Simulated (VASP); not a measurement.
Band structure of GaN (zinc blende). Method: optB88-vdW, VASP's PBE PAW potentials (set 64) (plane waves; VASP).

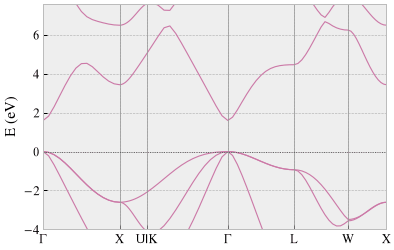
Bands along high-symmetry lines, zero at the valence-band maximum or, without a gap, the Fermi level

Read the plot: is there a gap, and where are the band edges?

The gap is direct, 1.60 eV, from the valence maximum at Γ to the conduction minimum at Γ. (Edges off the drawn lines would not show.)

The compound is GaN in the zinc blende structure, a metastable form; wurtzite is the usual one. It was relaxed first.
